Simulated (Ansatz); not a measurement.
```
Sc Cu As
1.0
     5.17452    0.00000    0.00000
    -2.58726    4.48126    0.00000
     0.00000    0.00000    3.96681
Sc Cu As
1 3 2
Direct
  0.00000 0.00000 0.00000
  0.50000 0.00000 0.50000
  0.00000 0.50000 0.50000
  0.50000 0.50000 0.50000
  0.33333 0.66667 0.00000
  0.66667 0.33333 0.00000
```

Space group P6/mmm; a structure from a database of computed crystals, not necessarily the ambient phase; started from the ScCo3B2-191 prototype, which need not be the ambient phase; computed without spin polarisation.

Method: DFT, r2SCAN+rVV10, plane waves, PAW in Ansatz.

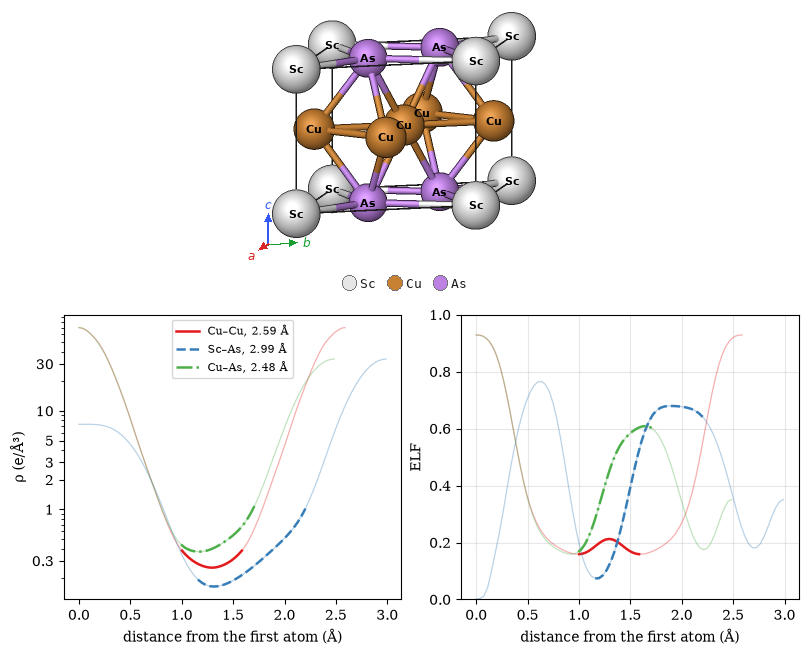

ScCu3As2. Valence electron density and ELF along straight lines between neighbouring atoms. Thin, pale parts lie inside the atomic spheres. The structure is drawn too.

In a PAW calculation such maps are meaningful between the atoms, not at the nuclei.

> Compare the contacts.

Cu–Cu (2.59 Å): ρ at the midpoint is about 0.26 e/Å³; the ELF is about 0.20 at the midpoint (no localised pair shows between them).
Sc–As (2.99 Å): ρ at the midpoint is about 0.19 e/Å³, with its minimum of 0.16 e/Å³ about 1.3 Å from Sc; the ELF is about 0.40 at the midpoint.
Cu–As (2.48 Å): ρ at the midpoint is about 0.38 e/Å³; the ELF is about 0.40 at the midpoint.
